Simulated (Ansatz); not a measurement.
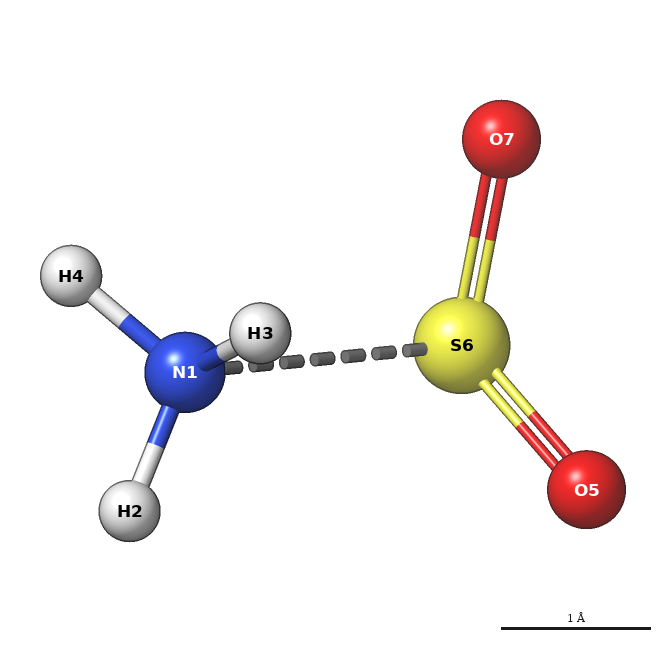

Two molecules or ions; the broken line marks their closest contact (measured against van der Waals radii). The computed structure is the end point of a PBE0-D4/def2-TZVP optimisation. Program: Ansatz 0.2.0.

**Which two species are they?**

NH3 and SO2 (`N.O=S=O`).

**How long is the contact?**

N1···S6 is 2.52 Å.

Give the counterpoise-corrected interaction energy (kcal/mol, monomers kept as in the pair) with CCSD(T)/CBS (MP2 limit from def2-TZVPPD and def2-QZVPPD plus CCSD(T) − MP2).

```csv
level,interaction energy (kcal/mol)
CCSD(T)/CBS (MP2 limit from def2-TZVPPD and def2-QZVPPD plus CCSD(T) − MP2),−5.2
```
